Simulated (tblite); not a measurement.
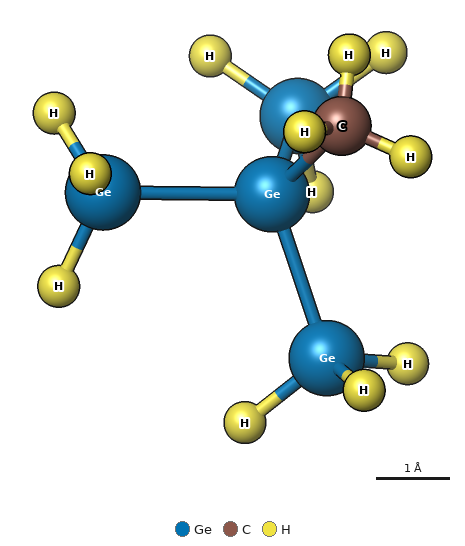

Figure 1. The starting structure (ball-and-stick view, seen at a tilt). Sticks mark near contacts.

# Geometry relaxation, with input and output: CH₁₂Ge₄

The run: geometry relaxation of CH₁₂Ge₄, SMILES [CH3][Ge]([GeH3])([GeH3])[GeH3]. Method and program: GFN2-xTB geometry optimisation, gas phase (tblite 0.8.0).

## Output
```
step      E/eV     max force
  0    -434.09080    2.361
  1    -434.22421    0.838
  2    -434.27596    0.412
  3    -434.29316    0.250
  4    -434.31092    0.476
  5    -434.33256    0.626
  6    -434.35228    0.520
  7    -434.36748    0.241
  8    -434.37782    0.216
  9    -434.38648    0.331
 10    -434.39650    0.390
 11    -434.40388    0.273
 12    -434.40735    0.129
 13    -434.40886    0.086
 14    -434.40950    0.103
 15    -434.40986    0.073
 16    -434.41014    0.039
 17    -434.41038    0.037
 18    -434.41062    0.049
 19    -434.41087    0.048
 20    -434.41114    0.041
 21    -434.41141    0.042
 22    -434.41163    0.034
 23    -434.41175    0.027
 24    -434.41182    0.016
 25    -434.41189    0.029
 26    -434.41201    0.049
 27    -434.41220    0.060
 28    -434.41243    0.051
 29    -434.41263    0.030
 30    -434.41281    0.033
 31    -434.41304    0.048
 32    -434.41339    0.075
 33    -434.41387    0.088
 34    -434.41442    0.079
 35    -434.41503    0.072
 36    -434.41579    0.093
 37    -434.41674    0.105
 38    -434.41767    0.093
 39    -434.41825    0.064
 40    -434.41854    0.043
 41    -434.41876    0.040
 42    -434.41899    0.046
 43    -434.41915    0.043
 44    -434.41931    0.026
 45    -434.41938    0.026
 46    -434.41945    0.021
 47    -434.41953    0.031
 48    -434.41963    0.026
 49    -434.41970    0.028
 50    -434.41977    0.031
 51    -434.41987    0.032
 52    -434.42005    0.054
 53    -434.42031    0.060
 54    -434.42059    0.052
 55    -434.42088    0.056
 56    -434.42120    0.054
 57    -434.42168    0.076
 58    -434.42251    0.101
 59    -434.42374    0.090
 60    -434.42310    0.206
 61    -434.42462    0.137
 62    -434.42580    0.058
 63    -434.42595    0.028
 64    -434.42609    0.027
 65    -434.42620    0.024
 66    -434.42630    0.021
 67    -434.42645    0.019
 68    -434.42658    0.028
 69    -434.42674    0.032
 70    -434.42686    0.021
 71    -434.42693    0.017
 72    -434.42697    0.012
 73    -434.42699    0.011
 74    -434.42703    0.010
 75    -434.42706    0.011
 76    -434.42708    0.012
 77    -434.42709    0.010
 78    -434.42710    0.007
```

## Trajectory as extended XYZ (Å, eV, eV/Å), 6 of the 27 frames kept, from step=0 to step=78
```
17
Properties=species:S:1:pos:R:3:forces:R:3 step=0 energy=-434.09080
Ge    0.3169   -0.2905   -0.6323   -1.0860   0.3670   0.4110
Ge    0.2589    0.0397    1.7490    0.4410  -0.0830  -0.5730
Ge   -1.4444   -1.7936   -1.2650    0.3280   0.2950   0.1650
Ge    0.0326    1.8072   -1.7420   -0.2530  -0.2820   0.0190
C     2.0257   -1.0348   -1.1209   -1.1430  -0.7610  -0.0700
H     0.5826    1.4749    2.0623   -0.0570  -0.1200   0.2480
H     1.2936   -0.8511    2.4082   -0.2300   0.2190   0.1210
H    -1.0884   -0.2915    2.2738   -0.1160   0.0180   0.3210
H    -1.8960   -1.4429   -2.6548   -0.1880  -0.1950   0.0630
H    -0.9422   -3.2123   -1.2703   -0.2640   0.0010  -0.0400
H    -2.6052   -1.6515   -0.3062    0.0300  -0.2170  -0.2670
H    -1.4065    1.9291   -2.2550    0.4690   0.1920   0.0530
H     0.9844    1.9007   -2.9128   -0.1740   0.2400   0.0800
H     0.2958    2.9329   -0.7701   -0.0560   0.0690  -0.2890
H     2.3999   -1.5988   -0.3233    0.7160  -0.7810   1.1750
H     2.6766   -0.2796   -1.3649    1.6320   1.6220  -0.5310
H     1.9243   -1.6901   -1.9479   -0.0480  -0.5830  -0.8840
17
Properties=species:S:1:pos:R:3:forces:R:3 step=15 energy=-434.40986
Ge    0.3120   -0.2926   -0.6240    0.0080   0.0030  -0.0110
Ge    0.2669    0.0482    1.7627    0.0230  -0.0080  -0.0160
Ge   -1.4549   -1.8030   -1.2749    0.0210   0.0050   0.0080
Ge    0.0183    1.8195   -1.7532    0.0120  -0.0110  -0.0030
C     2.0833   -1.0729   -1.1376   -0.0710   0.0140   0.0120
H     0.5721    1.4559    2.1917    0.0050   0.0030   0.0100
H     1.2598   -0.8051    2.5008    0.0090   0.0010   0.0240
H    -1.0553   -0.2627    2.4040   -0.0070  -0.0020   0.0100
H    -1.9958   -1.5347   -2.6522    0.0040  -0.0180  -0.0050
H    -1.0474   -3.2488   -1.2909   -0.0030  -0.0220  -0.0200
H    -2.6656   -1.7610   -0.3860    0.0000  -0.0010   0.0090
H    -1.3606    2.0500   -2.3052    0.0090  -0.0050  -0.0020
H     0.9388    2.0101   -2.9250    0.0120   0.0140  -0.0230
H     0.2739    3.0123   -0.8750    0.0030   0.0130   0.0030
H     2.4942   -1.6603   -0.3191   -0.0140   0.0040  -0.0090
H     2.7917   -0.2850   -1.3845   -0.0130  -0.0060   0.0150
H     1.9770   -1.7219   -2.0040    0.0040   0.0150  -0.0030
17
Properties=species:S:1:pos:R:3:forces:R:3 step=30 energy=-434.41281
Ge    0.2948   -0.2842   -0.6204    0.0180  -0.0070   0.0080
Ge    0.2779    0.0485    1.7717   -0.0080   0.0020   0.0140
Ge   -1.4524   -1.8173   -1.2783   -0.0050   0.0010   0.0080
Ge    0.0294    1.8247   -1.7636    0.0020   0.0190  -0.0070
C     2.0589   -1.0644   -1.1337   -0.0190  -0.0130  -0.0060
H     0.5849    1.4568    2.2039   -0.0100  -0.0130  -0.0030
H     1.2717   -0.8011    2.5180   -0.0050   0.0050  -0.0220
H    -1.0442   -0.2667    2.4167    0.0140   0.0130   0.0060
H    -1.9953   -1.5527   -2.6575    0.0050  -0.0120   0.0220
H    -1.0393   -3.2639   -1.3002    0.0090   0.0190  -0.0080
H    -2.6594   -1.7843   -0.3827   -0.0060  -0.0060  -0.0100
H    -1.3457    2.0528   -2.3230   -0.0120   0.0100  -0.0060
H     0.9522    2.0252   -2.9330    0.0150  -0.0270  -0.0120
H     0.2854    3.0215   -0.8910   -0.0110   0.0080   0.0190
H     2.4543   -1.6795   -0.3285    0.0060   0.0020   0.0020
H     2.7784   -0.2785   -1.3529    0.0020  -0.0050   0.0210
H     1.9569   -1.6890   -2.0179    0.0060   0.0040  -0.0260
17
Properties=species:S:1:pos:R:3:forces:R:3 step=48 energy=-434.41963
Ge    0.2366   -0.2514   -0.6009   -0.0020   0.0050   0.0050
Ge    0.2857    0.0676    1.7943   -0.0260   0.0020  -0.0060
Ge   -1.4569   -1.8420   -1.2626    0.0060   0.0070  -0.0030
Ge    0.0387    1.8444   -1.7871    0.0060   0.0000   0.0090
C     1.9859   -1.0470   -1.1278   -0.0020   0.0050   0.0010
H     0.6121    1.4684    2.2331    0.0000  -0.0010  -0.0060
H     1.3175   -0.7938    2.4679    0.0060  -0.0010   0.0100
H    -1.0005   -0.2574    2.5045    0.0160   0.0040  -0.0150
H    -1.9975   -1.6029   -2.6459   -0.0060   0.0000   0.0070
H    -0.9282   -3.2492   -1.3049   -0.0120  -0.0040   0.0000
H    -2.6751   -1.9157   -0.3854    0.0070   0.0040   0.0000
H    -1.2984    2.1114   -2.4164   -0.0170  -0.0060  -0.0040
H     1.0231    1.9634   -2.9177    0.0020   0.0020  -0.0010
H     0.2996    3.0547   -0.9331   -0.0010  -0.0050   0.0030
H     2.2934   -1.8052   -0.4112    0.0040  -0.0210  -0.0030
H     2.7604   -0.2848   -1.1710    0.0080   0.0070   0.0100
H     1.9119   -1.5125   -2.1082    0.0090   0.0000  -0.0070
17
Properties=species:S:1:pos:R:3:forces:R:3 step=63 energy=-434.42595
Ge    0.2486   -0.2681   -0.6161    0.0050   0.0040   0.0070
Ge    0.2927    0.0815    1.7738   -0.0200   0.0030   0.0050
Ge   -1.4595   -1.8515   -1.2575   -0.0040   0.0110   0.0060
Ge    0.0290    1.8307   -1.7899    0.0170  -0.0070   0.0070
C     2.0059   -1.0532   -1.1276    0.0010  -0.0150   0.0090
H     0.6017    1.4970    2.1770   -0.0020   0.0060  -0.0070
H     1.3299   -0.7433    2.4835    0.0030  -0.0110  -0.0020
H    -0.9947   -0.2342    2.4833    0.0050  -0.0030  -0.0020
H    -2.0685   -1.6004   -2.6096    0.0120   0.0070   0.0050
H    -0.9593   -3.2678   -1.3240    0.0000   0.0010   0.0000
H    -2.6349   -1.9058   -0.3238   -0.0130  -0.0100   0.0100
H    -1.3052    2.0747   -2.4368    0.0060  -0.0060  -0.0050
H     1.0327    1.9636   -2.9013   -0.0090   0.0190  -0.0190
H     0.2576    3.0421   -0.9285   -0.0030  -0.0080   0.0000
H     2.1878   -1.9715   -0.5727    0.0040   0.0030  -0.0040
H     2.8152   -0.3588   -0.9127   -0.0010   0.0010   0.0000
H     2.0293   -1.2871   -2.1895    0.0020   0.0070  -0.0090
17
Properties=species:S:1:pos:R:3:forces:R:3 step=78 energy=-434.42710
Ge    0.2598   -0.2768   -0.6195    0.0050   0.0040   0.0020
Ge    0.2892    0.0852    1.7674   -0.0040   0.0020   0.0030
Ge   -1.4641   -1.8480   -1.2465    0.0020   0.0040  -0.0030
Ge    0.0344    1.8214   -1.7946    0.0010  -0.0010   0.0020
C     2.0195   -1.0600   -1.1276   -0.0040  -0.0010   0.0000
H     0.5915    1.5059    2.1568    0.0000   0.0010   0.0050
H     1.3260   -0.7331    2.4858    0.0020   0.0000   0.0010
H    -0.9994   -0.2307    2.4741    0.0020  -0.0010  -0.0040
H    -2.0796   -1.5821   -2.5925   -0.0010   0.0010   0.0020
H    -0.9749   -3.2674   -1.3265    0.0020  -0.0010  -0.0020
H    -2.6321   -1.9027   -0.3022    0.0000   0.0000   0.0000
H    -1.3055    2.0482   -2.4361   -0.0030  -0.0020  -0.0020
H     1.0254    1.9881   -2.9134    0.0000   0.0000   0.0010
H     0.2423    3.0286   -0.9223   -0.0010  -0.0010  -0.0020
H     2.1772   -2.0118   -0.6251   -0.0020  -0.0040   0.0030
H     2.8293   -0.3889   -0.8492    0.0000  -0.0010  -0.0030
H     2.0693   -1.2281   -2.2011    0.0020   0.0010  -0.0030
```

This output came from the following input.

## Input
```
{"job": {"kind": "relax", "xc": "GFN2-xTB", "basis": "xTB"}, "charge": 0, "multiplicity": 1}
Ge     0.316854    -0.290457    -0.632336
Ge     0.258919     0.039666     1.748993
Ge    -1.444430    -1.793644    -1.264966
Ge     0.032598     1.807185    -1.742037
C      2.025730    -1.034756    -1.120883
H      0.582562     1.474916     2.062274
H      1.293624    -0.851088     2.408171
H     -1.088380    -0.291538     2.273777
H     -1.896026    -1.442940    -2.654841
H     -0.942240    -3.212282    -1.270344
H     -2.605171    -1.651451    -0.306228
H     -1.406543     1.929121    -2.255043
H      0.984376     1.900746    -2.912763
H      0.295829     2.932874    -0.770111
H      2.399854    -1.598848    -0.323339
H      2.676554    -0.279553    -1.364859
H      1.924322    -1.690076    -1.947897
```

The first line tells a small driver script what to run in tblite; the rest is the geometry in Å.

Command:
```bash
OMP_NUM_THREADS=1 python <driver script> task.json out
```

## Results in brief

| quantity | value |
| --- | --- |
| outcome | converged |
| total energy | −434.4271 eV |
| hardware | 1 CPU thread, shared host |
| wall time | 2 s |
| peak memory | 0.18 GiB |
